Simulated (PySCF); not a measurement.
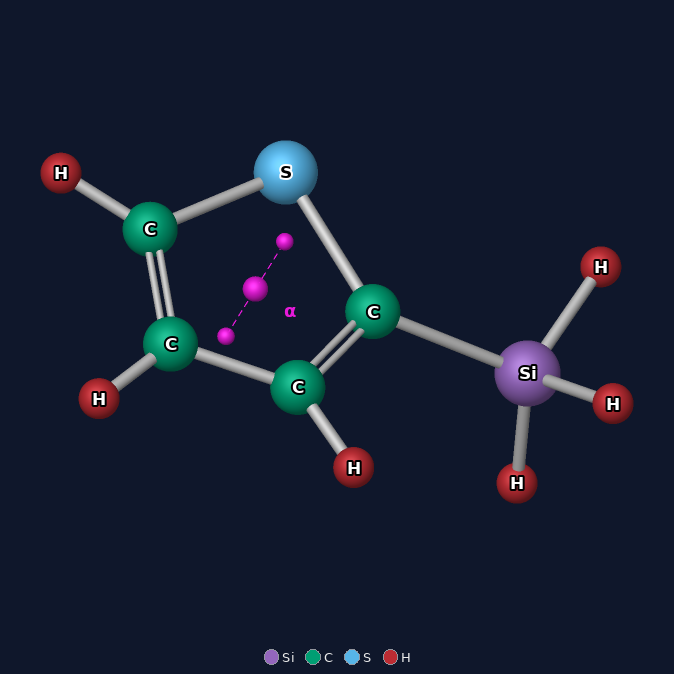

The small points mark where nucleus-independent chemical shifts (NICS) were computed: at the centre of each lettered ring and 1 Å above and below it. Geometry: a frame of a GFN2-xTB molecular-dynamics simulation, not a minimum. Properties computed with GIAO PBE0/pcSseg-1 NMR shielding, non-relativistic, gas phase (PySCF 2.14.0).

Give NICS(0), NICS(1) and the out-of-plane component NICS(1)zz for each ring (means of the two sides).

| ring | members | NICS(0) | NICS(1) | NICS(1)zz |
| --- | --- | --- | --- | --- |
| α | C4S | −12.3 | −11.8 | −29.0 |

Values in ppm.

### What do the values say about the ring currents?

Ring α: diatropic, as in an aromatic ring. NICS is one index among several.
